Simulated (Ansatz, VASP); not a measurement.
# LaSi3Ru in two plane-wave programs

One calculation is typed for both programs; each brings its own data sets and cutoff. How far apart do they land?

Calculated with Ansatz 0.2.0; plane waves, with VASP 6.6.1 beside it; relaxation of cell and atoms at r2SCAN.

## 1. The starting structure

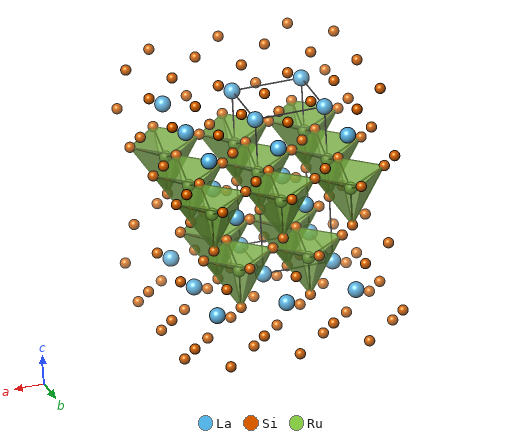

The starting structure, seen from a free direction (lanthanum blue, silicon orange, ruthenium green). 2×2×1 cells are drawn. This picture shows the conventional cell, with its axes. Some periodic images of atoms are drawn too.

Coordinates:

```cif
data_structure
_symmetry_space_group_name_H-M 'P 1'
_symmetry_Int_Tables_number 1
_cell_length_a 5.8241
_cell_length_b 5.8241
_cell_length_c 5.8241
_cell_angle_alpha 137.038
_cell_angle_beta 137.038
_cell_angle_gamma 62.380
_cell_volume 90.65
loop_
_atom_site_label
_atom_site_type_symbol
_atom_site_fract_x
_atom_site_fract_y
_atom_site_fract_z
_atom_site_occupancy
La1 La 0.99929 0.99929 0.00000 1
Si2 Si 0.41773 0.41773 0.00000 1
Si3 Si 0.26066 0.76066 0.50000 1
Si4 Si 0.76066 0.26066 0.50000 1
Ru5 Ru 0.65565 0.65565 0.00000 1
```

## 2. VASP: relaxation of cell and atoms, r2SCAN

The relaxed volume is the usual yardstick between codes: its relative difference is about their pressure difference at one cell divided by the bulk modulus.

Lines of VASP's logs that name or quote its potential files are left out, and so is its time.

INCAR reads:

```
SYSTEM = LaSi3Ru
PREC = Accurate
ENCUT = 400
EDIFF = 1E-06
NELM = 100
ISMEAR = -1
SIGMA = 0.05
LREAL = .FALSE.
ALGO = Normal
METAGGA = R2SCAN
LASPH = .TRUE.
NBANDS = 24
LORBIT = 11
LWAVE = .FALSE.
LCHARG = .FALSE.
KPAR = 4
IBRION = 2
NSW = 60
ISIF = 3
EDIFFG = -0.01
```

POSCAR reads:

```
LaSi3Ru
1.0
   -2.1327286600      2.1327286600      4.9822326100
    2.1327286600     -2.1327286600      4.9822326100
    2.1327286600      2.1327286600     -4.9822326100
La Si Ru
1 3 1
Direct
    0.9992937100      0.9992937100      0.0000000000
    0.4177275300      0.4177275300      0.0000000000
    0.2606647200      0.7606647200      0.5000000000
    0.7606647200      0.2606647200      0.5000000000
    0.6556503100      0.6556503100      0.0000000000
```

KPOINTS reads:

```
Automatic mesh
0
Gamma
6 6 6
0 0 0
```

The projector-augmented-wave data sets are La, Si and Ru_pv (PBE family, release 64).

Launch:

```bash
$ mpirun -np 4 vasp_std
```

Numbers of over 12 decimals in the logs are rounded to 6 here.

Output:

```text
[banner, memory and clock lines left out]
running    4 mpi-ranks, on    1 nodes
 distrk:  each k-point on    1 cores,    4 groups
 distr:  one band on    1 cores,    1 groups

 POSCAR found type information on POSCAR LaSiRu
 POSCAR found :  3 types and       5 ions
|                                                                             |
|               ----> ADVICE to this user running VASP <----                  |
|                                                                             |
|     You enforced a specific xc type in the INCAR file but a different       |
|     [... a line on the potential file left out ...]
|     I HOPE YOU KNOW WHAT YOU ARE DOING!                                     |
|                                                                             |

 LDA part: xc-table for (None), standard interpolation
 POSCAR, INCAR and KPOINTS ok, starting setup
 FFT: planning ... GRIDC
 FFT: planning ... GRID_SOFT
 FFT: planning ... GRID
 WAVECAR not read
 entering main loop
       N       E                     dE             d eps       ncg     rms          rms(c)
DAV:   1     0.192556972156E+03    0.19256E+03   -0.14841E+04  1816   0.162E+03
DAV:   2    -0.569382933342E+02   -0.24950E+03   -0.24068E+03  1680   0.333E+02
DAV:   3    -0.929264162049E+02   -0.35988E+02   -0.34855E+02  2304   0.118E+02
DAV:   4    -0.950800471514E+02   -0.21536E+01   -0.21381E+01  2408   0.332E+01
DAV:   5    -0.951917410494E+02   -0.11169E+00   -0.11160E+00  2104   0.591E+00    0.180E+01
DAV:   6    -0.855846989972E+02    0.96070E+01   -0.13378E+01  2032   0.270E+01    0.606E+00
DAV:   7    -0.851572759053E+02    0.42742E+00   -0.46760E+00  2448   0.168E+01    0.506E+00
DAV:   8    -0.851531615193E+02    0.41144E-02   -0.42197E-01  2280   0.497E+00    0.200E+00
DAV:   9    -0.851576443932E+02   -0.44829E-02   -0.17237E-01  2216   0.296E+00    0.828E-01
DAV:  10    -0.851568086861E+02    0.83571E-03   -0.33271E-02  2472   0.156E+00    0.158E-01
DAV:  11    -0.851572680169E+02   -0.45933E-03   -0.20381E-03  2368   0.274E-01    0.802E-02
DAV:  12    -0.851574866443E+02   -0.21863E-03   -0.59883E-04  2520   0.140E-01    0.481E-02
DAV:  13    -0.851575121437E+02   -0.25499E-04   -0.26908E-04  2224   0.106E-01    0.125E-02
DAV:  14    -0.851575211768E+02   -0.90331E-05   -0.10383E-04  2640   0.690E-02    0.110E-02
[...]
DAV:  28    -0.851588405394E+02   -0.13262E-02   -0.11816E-02  1944   0.728E-01    0.103E-01
DAV:  29    -0.851577185878E+02    0.11220E-02   -0.44248E-03  2136   0.520E-01    0.577E-02
DAV:  30    -0.851575325828E+02    0.18600E-03   -0.26612E-03  2376   0.287E-01    0.284E-03
DAV:  31    -0.851575277929E+02    0.47899E-05   -0.18919E-04  2056   0.790E-02    0.127E-02
DAV:  32    -0.851575410309E+02   -0.13238E-04   -0.24877E-05  2576   0.326E-02    0.133E-02
DAV:  33    -0.851575469807E+02   -0.59498E-05   -0.79421E-06  2280   0.139E-02    0.882E-03
DAV:  34    -0.851575485079E+02   -0.15272E-05   -0.10030E-06  1624   0.630E-03    0.680E-03
DAV:  35    -0.851575491087E+02   -0.60080E-06   -0.25690E-07  1264   0.526E-03
   1 F= -.85157549E+02 E0= -.85150711E+02  d E =-.851575E+02
[... from here on, the cycles between the ionic steps are left out ...]
   2 F= -.85158421E+02 E0= -.85151665E+02  d E =-.871804E-03
   3 F= -.85158684E+02 E0= -.85151991E+02  d E =-.113460E-02
   4 F= -.85159085E+02 E0= -.85152445E+02  d E =-.401216E-03
   5 F= -.85159084E+02 E0= -.85152444E+02  d E =-.400717E-03
   6 F= -.85159179E+02 E0= -.85152542E+02  d E =-.945505E-04
   7 F= -.85159194E+02 E0= -.85152556E+02  d E =-.109666E-03
   8 F= -.85159216E+02 E0= -.85152579E+02  d E =-.131211E-03
   9 F= -.85159231E+02 E0= -.85152597E+02  d E =-.146886E-03
 curvature:  -0.75 expect dE=-0.176E-04 dE for cont linesearch -0.481E-05
 ZBRENT: bracketing found
 ZBRENT: interpolating
 opt :   1.5424  next Energy=   -85.159221 (dE=-0.136E-03)
 bond charge predicted
       N       E                     dE             d eps       ncg     rms          rms(c)
DAV:   1    -0.851591870304E+02    0.43761E-04   -0.31595E-03  1680   0.545E-01    0.194E-02
DAV:   2    -0.851592289999E+02   -0.41970E-04   -0.31911E-04  2208   0.154E-01    0.994E-03
DAV:   3    -0.851592288731E+02    0.12685E-06   -0.17384E-05  2232   0.366E-02    0.585E-03
DAV:   4    -0.851592287545E+02    0.11857E-06   -0.12512E-06  1248   0.848E-03
  10 F= -.85159229E+02 E0= -.85152592E+02  d E =-.144333E-03
 curvature:  -0.80 expect dE=-0.115E-04 dE for cont linesearch -0.570E-05
 trial: gam=-0.06948 g(F)=  0.109E-04 g(S)=  0.348E-05 ort = 0.402E-04 (trialstep = 0.911E+00)
 search vector abs. value=  0.987E-05
 reached required accuracy - stopping structural energy minimisation
```

OUTCAR, selected parts (step 2):

```text
ion  position               nearest neighbor table
   1  0.999  0.999  0.000-   2 3.12   2 3.12   2 3.12   2 3.12   4 3.19   4 3.19   3 3.19   3 3.19
                             4 3.37   3 3.37   4 3.37   3 3.37   5 3.39   5 3.39   5 3.39   5 3.39
   2  0.418  0.418  0.000-   5 2.37   4 2.65   3 2.65   3 2.65   4 2.65   1 3.12   1 3.12   1 3.12
                             1 3.12
   3  0.261  0.761  0.500-   5 2.38   5 2.38   2 2.65   2 2.65   4 3.02   4 3.02   4 3.02   4 3.02
                             1 3.19   1 3.19   1 3.37   1 3.37
   4  0.761  0.261  0.500-   5 2.38   5 2.38   2 2.65   2 2.65   3 3.02   3 3.02   3 3.02   3 3.02
                             1 3.19   1 3.19   1 3.37   1 3.37
   5  0.656  0.656  0.000-   2 2.37   4 2.38   3 2.38   3 2.38   4 2.38   1 3.39   1 3.39   1 3.39
                             1 3.39   1 3.42

  LATTYP: Found a body centered tetragonal cell.
 ALAT       =     4.2654573200
 C/A-ratio  =     2.3360836770

 Subroutine GETGRP returns: Found  8 space group operations
 (whereof  8 operations were pure point group operations)

The static configuration has the point symmetry C_4v.

 Found     30 irreducible k-points:

   k-points           NKPTS =     30   k-points in BZ     NKDIM =     30   number of bands    NBANDS=     24

   dimension x,y,z NGX =    40 NGY =   40 NGZ =   40
   dimension x,y,z NGXF=    80 NGYF=   80 NGZF=   80

   ENCUT  =  400.0 eV  29.40 Ry    5.42 a.u.   9.50  9.50  9.50*2*pi/ulx,y,z

   NELECT =      37.0000    total number of electrons

 k-points in reciprocal lattice and weights: Automatic mesh
   0.00000000  0.00000000  0.00000000       0.005
   0.16666667 -0.00000000  0.00000000       0.037
   0.33333333 -0.00000000  0.00000000       0.037
   0.50000000  0.00000000  0.00000000       0.019
   0.16666667  0.16666667  0.00000000       0.037
   0.33333333  0.16666667  0.00000000       0.074
   0.50000000  0.16666667  0.00000000       0.074
  -0.33333333  0.16666667 -0.00000000       0.074
  -0.16666667  0.16666667  0.00000000       0.019
[...]
-0.33333333 -0.33333333  0.33333333       0.009
   0.50000000  0.50000000  0.50000000       0.005

 average (electrostatic) potential at core
       1 -99.7209       2 -82.5626       3 -82.7723       4 -82.7723       5 -74.5873

 E-fermi :   9.4816

 k-point     1 :       0.0000    0.0000    0.0000
  band No.  band energies     occupation
    ...
     14       6.6050      2.00000
     15       7.4409      2.00000
     16       7.6892      2.00000
     17       8.6952      2.00000
     18       8.6952      2.00000
     19      10.0770      0.00001
     20      10.0770      0.00001
     21      11.4422      0.00000
     22      12.1529      0.00000
     23      12.3067      0.00000
    ...

 k-point     2 :       0.1667   -0.0000    0.0000
  band No.  band energies     occupation
    ...
     15       7.2489      2.00000
     16       7.6125      2.00000
     17       8.6812      2.00000
     18       8.7222      2.00000
     19       9.4765      1.05096
     20       9.6495      0.06736
     21      11.5008      0.00000
     22      12.2201      0.00000
     23      12.4056      0.00000
     24      12.4932      0.00000

 k-point     3 :       0.3333   -0.0000    0.0000
  band No.  band energies     occupation
    ...
     15       7.4504      2.00000
     16       7.7185      2.00000
     17       8.1613      2.00000
     18       8.5179      2.00000
     19       9.2917      1.95617
     20       9.9315      0.00025
     21      11.5864      0.00000
     22      12.2966      0.00000
     23      12.5071      0.00000
     24      12.5720      0.00000

  Total        0.0124791      0.0124791      0.0070469      0.0000000      0.0000000      0.0000000
  in kB        0.2207823      0.2207823      0.1246759      0.0000000      0.0000000      0.0000000
  external PRESSURE =       0.1887468 kB  Pullay stress =       0.0000000 kB

  energy-cutoff  :      400.00
  volume of cell :       90.56
      direct lattice vectors                 reciprocal lattice vectors
    -2.126844194  2.126844194  5.004918661     0.000000000  0.235090093  0.099901723
     2.126844194 -2.126844194  5.004918661     0.235090093  0.000000000  0.099901723
     2.126844194  2.126844194 -5.004918661     0.235090093  0.235090093  0.000000000

 POSITION                                       TOTAL-FORCE (eV/Angst)
 -----------------------------------------------------------------------------------
      0.00000      0.00000      9.98909        -0.000000     -0.000000     -0.008490
      0.00000      0.00000      4.19141         0.000000      0.000000      0.007506
      2.12684      0.00000      2.61131        -0.000000     -0.000000     -0.003683
      0.00000      2.12684      2.61131        -0.000000     -0.000000     -0.003683
      0.00000      0.00000      6.56240         0.000000      0.000000      0.008350
 -----------------------------------------------------------------------------------
    total drift:                               -0.000008     -0.000008     -0.007246

  FREE ENERGIE OF THE ION-ELECTRON SYSTEM (eV)
  ---------------------------------------------------
  free  energy   TOTEN  =       -85.1592287545 eV

  energy  without entropy=      -85.1459552107  energy(sigma->0) =      -85.15259198

 reached required accuracy - stopping structural energy minimisation

 total charge
# of ion       s       p       d       f       tot
--------------------------------------------------
    1        1.989   5.681   0.748   0.145   8.563
    2        0.785   0.876   0.000   0.000   1.660
    3        0.773   0.843   0.000   0.000   1.616
    4        0.773   0.843   0.000   0.000   1.616
    5        0.385   6.310   6.245   0.000  12.939
--------------------------------------------------
tot          4.705  14.553   6.993   0.145  26.395

[... 3 further parts left out ...]
```

(Part 1 of 2 ends here.)

[Lines on the potential files, build, host, timing and source positions are cut from VASP's logs without a mark.]

[Logs are printed without paths, hosts, clocks, repeated set-up lines and the standing remarks that a program may print on its own settings, such as how far it seeks lower states.]

[Hosts, paths, dates, database ids (printed as entryN), source tags and the programs' standing remarks are cut or masked in the printed files.]
